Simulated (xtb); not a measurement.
## Frequency calculation of C2H9BN (charge −1) (part 2 of 2)

The same run, continued: C2H9BN, charge −1; GFN1-xTB (xtb 6.7.1). The geometry was optimised with GFN1-xTB.

Geometry of the input (Å):
```
C  -0.3799  1.9166  -0.2273
B  -0.5516  0.2898  -0.3934
N  0.7042  -0.3882  0.3102
C  0.6773  -1.8422  0.2679
H  -0.3760  2.2256  0.8259
H  -1.2008  2.4532  -0.7181
H  0.5560  2.2747  -0.6733
H  -0.5637  -0.0236  -1.5819
H  -1.6055  -0.0846  0.1484
H  0.7067  -0.1130  1.2921
H  -0.2038  -2.2740  0.7816
H  0.6578  -2.1771  -0.7740
H  1.5792  -2.2573  0.7418
```

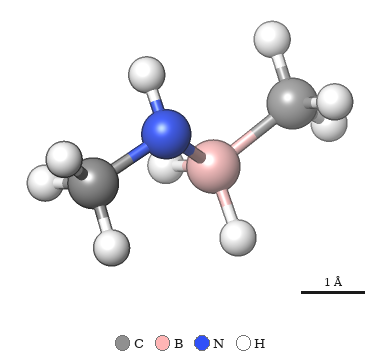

*The structure as given in the input (ball-and-stick view, seen at a tilt).*

## Output, continued
```
         #    Occupation            Energy/Eh            Energy/eV
      -------------------------------------------------------------
         1        2.0000           -0.5085483             -13.8383
         2        2.0000           -0.4279618             -11.6454
         3        2.0000           -0.3984495             -10.8424
         4        2.0000           -0.3490752              -9.4988
         5        2.0000           -0.3393849              -9.2351
         6        2.0000           -0.3081061              -8.3840
         7        2.0000           -0.3005881              -8.1794
         8        2.0000           -0.2950388              -8.0284
         9        2.0000           -0.2840072              -7.7282
        10        2.0000           -0.2291916              -6.2366
        11        2.0000           -0.2052831              -5.5860
        12        2.0000           -0.1934647              -5.2644
        13        2.0000           -0.1487930              -4.0489 (HOMO)
        14                          0.0517447               1.4080 (LUMO)
        15                          0.0861592               2.3445
        16                          0.1090800               2.9682
        17                          0.1131291               3.0784
        18                          0.1345012               3.6600
        19                          0.1470693               4.0020
        20                          0.1642568               4.4697
        21                          0.1817407               4.9454
        22                          0.2020250               5.4974
        23                          0.3065112               8.3406
        24                          0.3321410               9.0380
       ...                                ...                  ...
        34                          0.6721378              18.2898
      -------------------------------------------------------------
                  HL-Gap            0.2005377 Eh            5.4569 eV
             Fermi-level           -0.0485242 Eh           -1.3204 eV

  Mulliken/CM5 charges         n(s)   n(p)   n(d)
     1C    -0.16700 -0.25828   1.024  3.143  0.000
     2B     0.06583 -0.20047   0.881  2.053  0.000
     3N    -0.51331 -0.81015   1.490  4.024  0.000
     4C     0.08012 -0.00378   0.970  2.950  0.000
     5H    -0.03636  0.01893   1.036  0.000  0.000
     6H    -0.04034  0.01375   1.040  0.000  0.000
     7H    -0.03153  0.02407   1.032  0.000  0.000
     8H    -0.19125 -0.08975   1.191  0.000  0.000
     9H    -0.20229 -0.10433   1.202  0.000  0.000
    10H     0.13536  0.32980   0.865  0.000  0.000
    11H    -0.03203  0.02648   1.032  0.000  0.000
    12H    -0.01750  0.04437   1.017  0.000  0.000
    13H    -0.04970  0.00935   1.050  0.000  0.000

Wiberg/Mayer (AO) data.
largest (>0.10) Wiberg bond orders for each atom

 ---------------------------------------------------------------------------
     #   Z sym  total        # sym  WBO       # sym  WBO       # sym  WBO
 ---------------------------------------------------------------------------
     1   6 C    3.920 --     6 H    0.990     7 H    0.988     5 H    0.988
                             2 B    0.934
     2   5 B    3.662 --     1 C    0.934     8 H    0.934     9 H    0.920
                             3 N    0.836
     3   7 N    2.913 --     4 C    1.022    10 H    0.975     2 B    0.836
     4   6 C    3.996 --     3 N    1.022    12 H    0.989    13 H    0.988
                            11 H    0.978
     5   1 H    1.013 --     1 C    0.988
     6   1 H    1.015 --     1 C    0.990
     7   1 H    1.015 --     1 C    0.988
     8   1 H    0.972 --     2 B    0.934
     9   1 H    0.964 --     2 B    0.920
    10   1 H    1.001 --     3 N    0.975
    11   1 H    1.015 --     4 C    0.978
    12   1 H    1.029 --     4 C    0.989
    13   1 H    1.027 --     4 C    0.988
 ---------------------------------------------------------------------------

Topologies differ in total number of bonds
Writing topology from bond orders to xtbtopo.mol

 dipole moment from electron density (au)
     X       Y       Z
   0.3905  -0.5205   0.9685  total (Debye):    2.966

           -------------------------------------------------
          |               Frequency Printout                |
           -------------------------------------------------
 projected vibrational frequencies (cm⁻¹)
Molecule has no symmetry elements
It seems to be the C1 point group
eigval :       -0.00    -0.00    -0.00     0.00     0.00     0.00
eigval :       66.73   147.31   185.07   221.44   362.32   666.81
eigval :      713.19   759.53   853.57   931.89   966.03  1069.03
eigval :     1070.78  1109.46  1130.06  1180.21  1282.77  1376.98
eigval :     1382.54  1410.96  1503.89  1511.21  1522.88  1526.43
eigval :     2163.36  2266.37  2838.15  2941.03  2963.41  2983.44
eigval :     2992.05  3012.03  3362.88
 reduced masses (amu)
   1: 10.32   2: 10.53   3:  9.30   4:  9.11   5:  8.25   6:  7.14   7:  7.97   8:  1.29
   9:  2.74  10:  8.12  11:  9.07  12:  1.92  13:  5.85  14:  3.85  15:  8.26  16:  5.86
  17:  3.38  18:  5.04  19:  8.18  20:  5.09  21:  4.85  22:  4.44  23:  1.99  24:  3.20
  25:  3.28  26:  2.94  27:  1.60  28:  1.52  29:  1.60  30:  1.60  31:  1.71  32:  1.55
  33:  1.70  34:  1.63  35:  1.32  36:  1.93  37:  1.97  38:  1.80  39:  1.84
 IR intensities (km·mol⁻¹)
   1:  2.89   2: 13.79   3: 19.01   4:  8.38   5:  6.25   6: 16.12   7: 12.73   8:  1.79
   9:  0.90  10: 15.65  11:  3.17  12: 24.99  13: 68.77  14: 20.91  15: 18.87  16: 33.73
  17: 81.20  18: 38.79  19:  4.31  20: 12.35  21: 44.90  22:216.10  23: 88.77  24: 18.85
  25: 40.96  26:  4.80  27:  1.98  28:  0.91  29:  0.10  30:  0.03  31:385.69  32:279.47
  33:116.95  34: 98.50  35: 43.18  36: 88.69  37: 93.65  38: 49.27  39: 32.73
 Raman intensities (Ä⁴*amu⁻¹)
   1:  0.00   2:  0.00   3:  0.00   4:  0.00   5:  0.00   6:  0.00   7:  0.00   8:  0.00
   9:  0.00  10:  0.00  11:  0.00  12:  0.00  13:  0.00  14:  0.00  15:  0.00  16:  0.00
  17:  0.00  18:  0.00  19:  0.00  20:  0.00  21:  0.00  22:  0.00  23:  0.00  24:  0.00
  25:  0.00  26:  0.00  27:  0.00  28:  0.00  29:  0.00  30:  0.00  31:  0.00  32:  0.00
  33:  0.00  34:  0.00  35:  0.00  36:  0.00  37:  0.00  38:  0.00  39:  0.00
 output can be read by thermo (or use thermo option).
 writing <g98.out> molden fake output.
 recommended (thermochemical) frequency scaling factor: 1.0
           -------------------------------------------------
          |             Thermodynamic Functions             |
           -------------------------------------------------

c1  symmetry found (for desy threshold:  0.10E-01) used in thermo

          ...................................................
          :                      SETUP                      :
          :.................................................:
          :  # frequencies                          33      :
          :  # imaginary freq.                       0      :
          :  linear?                             false      :
          :  only rotor calc.                    false      :
          :  symmetry                               c1      :
          :  rotational number                       1      :
          :  scaling factor                  1.0000000      :
          :  rotor cutoff                   50.0000000 cm⁻¹ :
          :  imag. cutoff                  -20.0000000 cm⁻¹ :
          :.................................................:

    mode    ω/cm⁻¹     T·S(HO)/kcal·mol⁻¹    T·S(FR)/kcal·mol⁻¹   T·S(vib)
   ------------------------------------------------------------------------
       1     66.73    -1.26637 ( 76.04%)    -0.97031 ( 23.96%)    -1.19543
       2    147.31    -0.80701 ( 98.69%)    -0.73614 (  1.31%)    -0.80608
       3    185.07    -0.67878 ( 99.47%)    -0.66860 (  0.53%)    -0.67873
       4    221.44    -0.58058 ( 99.74%)    -0.61549 (  0.26%)    -0.58067
   ------------------------------------------------------------------------

   temp. (K)  partition function   enthalpy   heat capacity  entropy
                                   cal/mol     cal/K/mol   cal/K/mol   J/K/mol
 298.15  VIB   26.4                 2235.520     14.840     13.761
         ROT  0.516E+05              888.752      2.981     24.547
         INT  0.136E+07             3124.273     17.821     38.308
         TR   0.426E+27             1481.254      4.968     38.072
         TOT                        4605.5265    22.7889    76.3809   319.5775

       T/K    H(0)-H(T)+PV         H(T)/Eh          T*S/Eh         G(T)/Eh
   ------------------------------------------------------------------------
    298.15    0.733937E-02    0.117771E+00    0.362910E-01    0.814798E-01
   ------------------------------------------------------------------------

         :::::::::::::::::::::::::::::::::::::::::::::::::::::
         ::                  THERMODYNAMIC                  ::
         :::::::::::::::::::::::::::::::::::::::::::::::::::::
         :: total free energy         -13.807380684183 Eh   ::
         ::.................................................::
         :: total energy              -13.888860518766 Eh   ::
         :: zero point energy           0.110431471200 Eh   ::
         :: G(RRHO) w/o ZPVE           -0.028951636618 Eh   ::
         :: G(RRHO) contrib.            0.081479834582 Eh   ::
         :::::::::::::::::::::::::::::::::::::::::::::::::::::

           -------------------------------------------------
          | TOTAL ENERGY              -13.888860518766 Eh   |
          | TOTAL ENTHALPY            -13.771089673875 Eh   |
          | TOTAL FREE ENERGY         -13.807380684183 Eh   |
          | GRADIENT NORM               0.000053302924 Eh/α |
          | HOMO-LUMO GAP               5.456908162453 eV   |
           -------------------------------------------------

------------------------------------------------------------------------
------------------------------------------------------------------------
 total:
 *  cpu-time:     0 d,  0 h,  0 min,  1.715 sec
 * ratio c/w:     0.737 speedup
 SCF:
 *  cpu-time:     0 d,  0 h,  0 min,  0.041 sec
 * ratio c/w:     0.508 speedup
 analytical hessian:
 *  cpu-time:     0 d,  0 h,  0 min,  1.651 sec
 * ratio c/w:     0.743 speedup
```

## File vibspectrum
```
$vibrational spectrum
#  mode     symmetry     wave number   IR intensity    selection rules
#                         cm**(-1)      (km*mol⁻¹)        IR
     1                      -0.00         0.00000          -
     2                      -0.00         0.00000          -
     3                      -0.00         0.00000          -
     4                       0.00         0.00000          -
     5                       0.00         0.00000          -
     6                       0.00         0.00000          -
     7        a             66.73        12.72749         YES
     8        a            147.31         1.78691         YES
     9        a            185.07         0.89729         YES
    10        a            221.44        15.64891         YES
    11        a            362.32         3.16640         YES
    12        a            666.81        24.98680         YES
    13        a            713.19        68.76786         YES
    14        a            759.53        20.90981         YES
    15        a            853.57        18.86656         YES
    16        a            931.89        33.73276         YES
    17        a            966.03        81.20495         YES
    18        a           1069.03        38.78577         YES
    19        a           1070.78         4.30744         YES
    20        a           1109.46        12.35309         YES
    21        a           1130.06        44.90053         YES
    22        a           1180.21       216.10499         YES
    23        a           1282.77        88.77150         YES
    24        a           1376.98        18.85452         YES
    25        a           1382.54        40.96084         YES
    26        a           1410.96         4.80057         YES
    27        a           1503.89         1.98413         YES
    28        a           1511.21         0.90669         YES
    29        a           1522.88         0.09953         YES
    30        a           1526.43         0.03105         YES
    31        a           2163.36       385.69162         YES
    32        a           2266.37       279.46937         YES
    33        a           2838.15       116.95487         YES
    34        a           2941.03        98.49776         YES
    35        a           2963.41        43.18190         YES
    36        a           2983.44        88.68885         YES
    37        a           2992.05        93.65289         YES
    38        a           3012.03        49.27316         YES
    39        a           3362.88        32.73149         YES
$end
```

## Standard error
```
normal termination of xtb
```

## Results in brief

- outcome: converged
- electrons treated: 26
- total energy: −13.888861 hartree
- dispersion energy: −0.003451 hartree
- basis functions: 34
- HOMO: −4.05 eV
- LUMO: 1.41 eV
- zero-point energy: 0.110431 hartree
- wavenumbers, lowest and highest: 67 and 3363 cm⁻¹
- hardware: 1 thread of Intel Xeon @ 2.50GHz (Skylake/Cascade Lake), 189 GiB of memory available, shared host
- wall time: 2.5 s
- peak memory: 0.072 GiB

## Remarks

Settings chosen away from the usual ones: method = gfn1-xtb; task = frequencies; x = {"symmetry_threshold": 0.01}; geo = {"prev": "A"}.
